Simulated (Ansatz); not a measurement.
H6N2Si···H2O···HF

Input file:

```
crystal:
  periodic: [false, false, false]
  atoms:
    - { symbol: Si, position_ang: [-0.579654, 0.184915, -1.175258] }
    - { symbol: O, position_ang: [0.889596, -1.705078, 0.754159] }
    - { symbol: H, position_ang: [-1.110698, 0.792961, -2.438301] }
    - { symbol: H, position_ang: [-1.405877, -1.017426, -0.862731] }
    - { symbol: "N", position_ang: [1.087653, 0.00359, -1.487591] }
    - { symbol: H, position_ang: [-0.057202, 0.652744, 2.310343] }
    - { symbol: "N", position_ang: [-0.848439, 1.265921, 0.234911] }
    - { symbol: H, position_ang: [0.864462, -1.212995, 1.590185] }
    - { symbol: F, position_ang: [0.261887, 0.252185, 3.076736] }
    - { symbol: H, position_ang: [0.086706, -2.246224, 0.777434] }
    - { symbol: H, position_ang: [1.613544, -0.632016, -0.902013] }
    - { symbol: H, position_ang: [1.416635, 0.058886, -2.443867] }
    - { symbol: H, position_ang: [-1.830638, 1.436822, 0.444492] }
    - { symbol: H, position_ang: [-0.387975, 2.165715, 0.121502] }
basis:
  gaussian: { orbitals: "6-31G*" }
hamiltonian:
  xc: r2scan
relax:
  f_tol: 0.03
  max_steps: 50
output:
  orbitals: {}
```

Run with:

```sh
ansatz run input.yaml --threads 2 --pin off --max-ram 3072MiB --backend cpu --events-out ev --progress --plain --runs-dir out
```

The fields are those of the run's last geometry, not of the input's.

Computed with RKS r2SCAN/6-31G* (Ansatz).

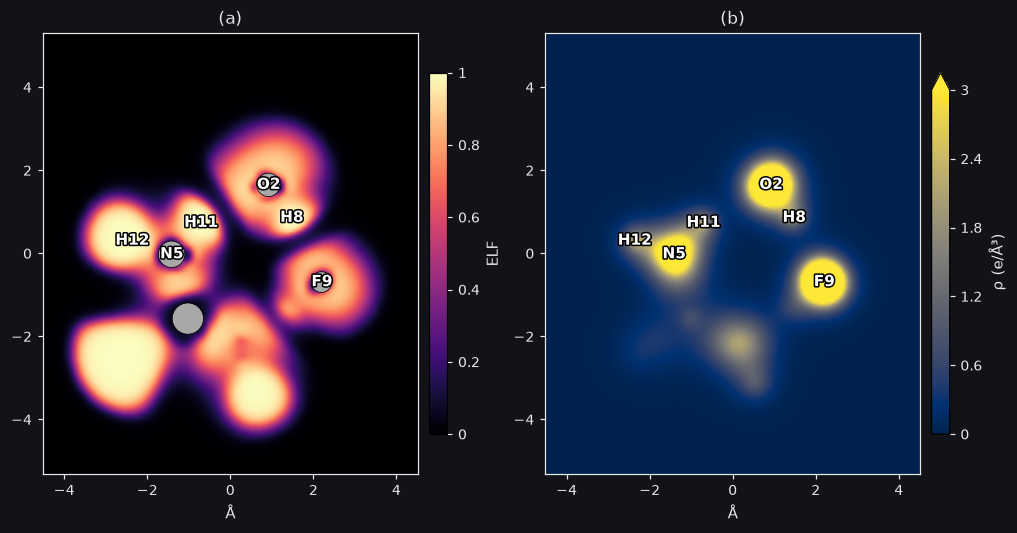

Figure 1. (a) electron localisation function; (b) electron density on the plane of atoms H11, N5 and H12. Grey discs cover the atomic cores in the ELF map.

Question: What do the fields say about this system?

Answer: The section cuts through O, N, H and F sites. O–H (0.99 Å): ρ is about 3.6 e/Å³ halfway; the ELF climbs to about 1 towards the hydrogen, as it does in any bond to H; an ordinary covalent bond to hydrogen. N–H (1.01 Å): ρ at the midpoint is about 2.7 e/Å³; the ELF climbs to about 1 towards the hydrogen (an ordinary covalent bond to hydrogen). The ELF also peaks beside F9 and O2, away from the bonds: lone-pair regions.

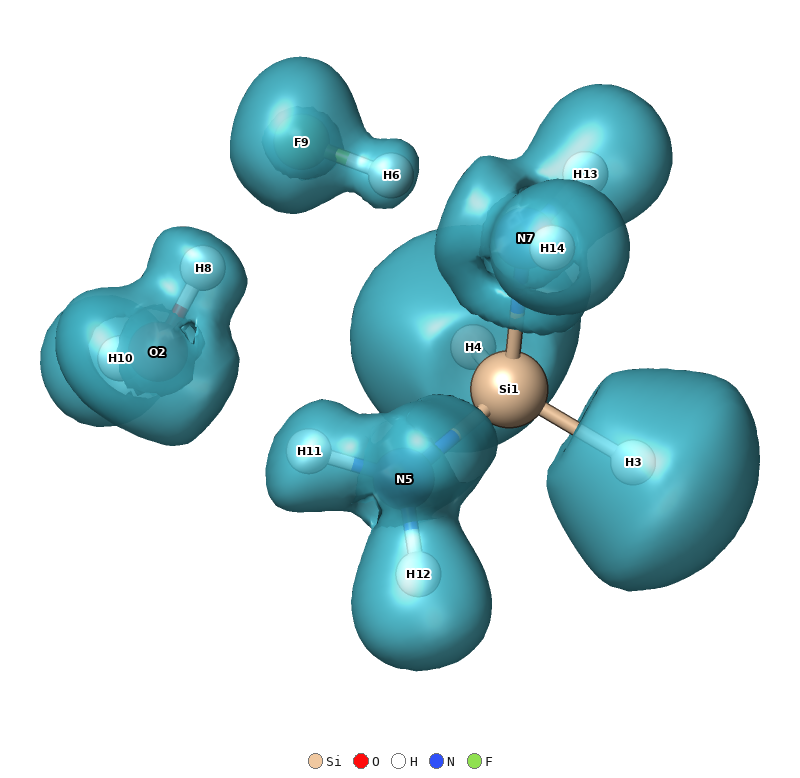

Figure 2. Isosurface of the electron localisation function at 0.75 (cyan), seen across its widest extent. Only the valence region is drawn (cores and ρ < 0.01 e/Å³ removed).

Question: What do the ELF domains correspond to?

Answer: The ELF exceeds this value in two regions around hydrogen nuclei, one joined region spread over several atoms (F, H), in which their bonds and any lone pairs are merged, two joined regions spread over several atoms (H, N), in which their bonds and any lone pairs are merged and one joined region spread over several atoms (H, O), in which their bonds and any lone pairs are merged. Along the contacts the grid gives the following. N7···H6 (1.54 Å): the ELF climbs to about 0.95 towards the hydrogen: by its geometry a hydrogen bond between the two molecules, with no shared pair. Si–N (1.70 Å): the ELF peaks at about 0.90 between the atoms (a polar covalent bond).

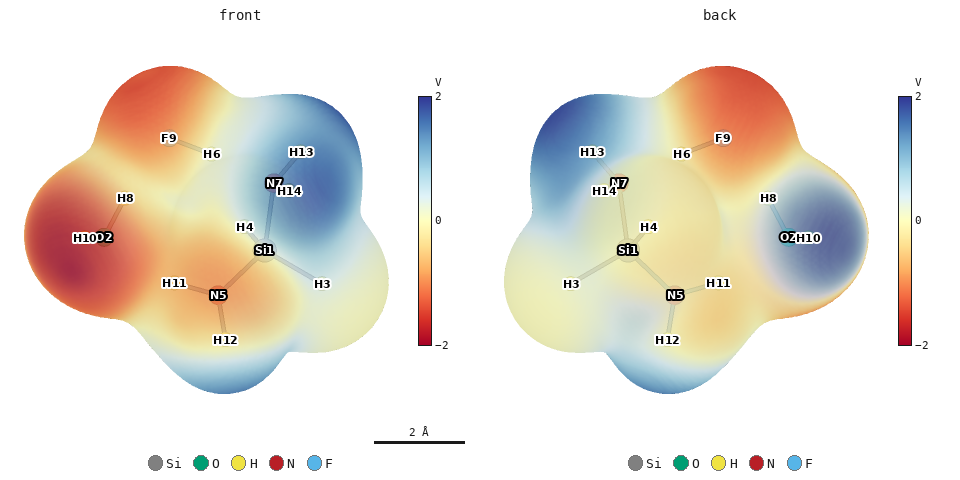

Figure 3. The molecular electrostatic potential painted on the density surface at 0.001 e/bohr³, seen from the front and from behind; the colour scale runs from red (negative) to blue (positive).

Question: Describe the electrostatic potential map.

Answer: The most negative region (about −1.8 V) lies over O2, the most positive (about +1.8 V) over H13. O2 is the likeliest acceptor of a hydrogen bond.
